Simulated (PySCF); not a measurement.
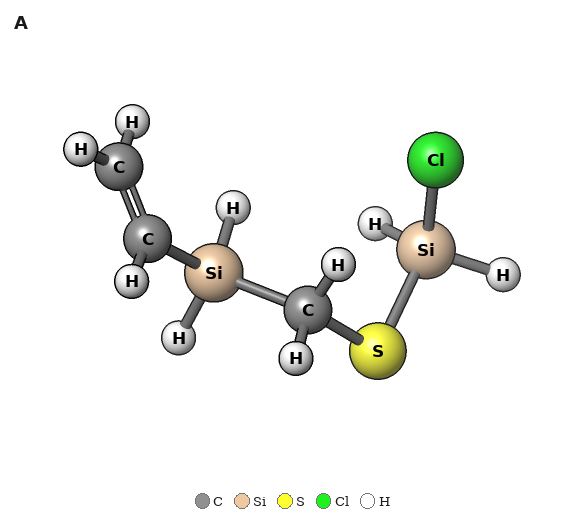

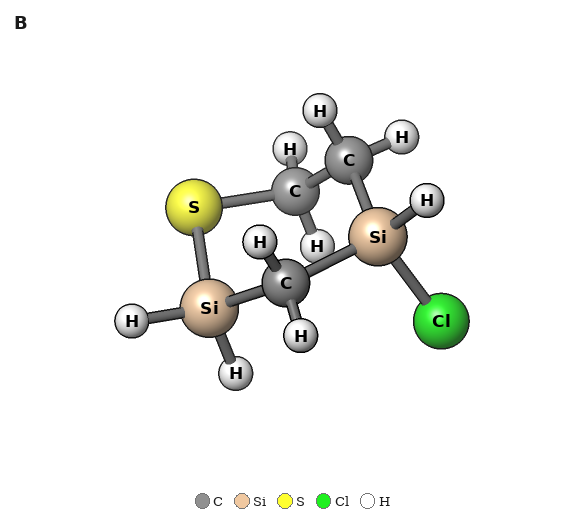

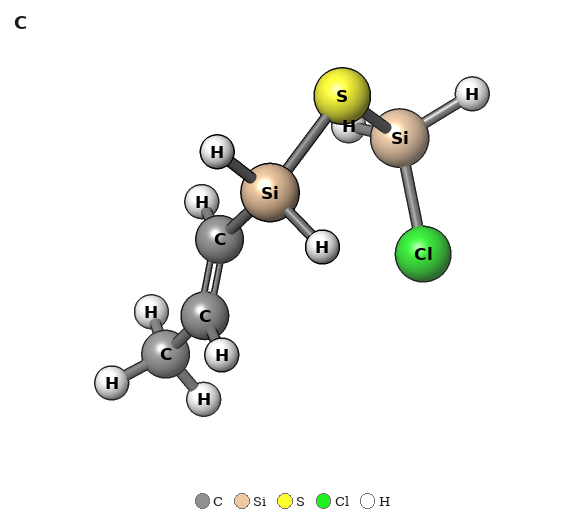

3 stationary structures of one formula. Geometries: GFN2-xTB. Electronic energies: PBE0/pcSseg-1 (PySCF 2.14.0), without zero-point energy. No frequency run is at hand to confirm each as a minimum. Each is one conformer, not always the lowest.

> Rank them by energy, lowest first.

B is lowest; C lies 68.9 kJ/mol above it, A lies 168.6 kJ/mol above it. A is `C=C[SiH2]CS[SiH2]Cl`, B is `Cl[Si@H]1CCS[SiH2]C1`, C is `C/C=C/[SiH2]S[SiH2]Cl`.

The geometry is semi-empirical. Around Si such bond lengths and angles can be off by a tenth of an ångström or more and by several degrees, and values that hang on the shape move with them.
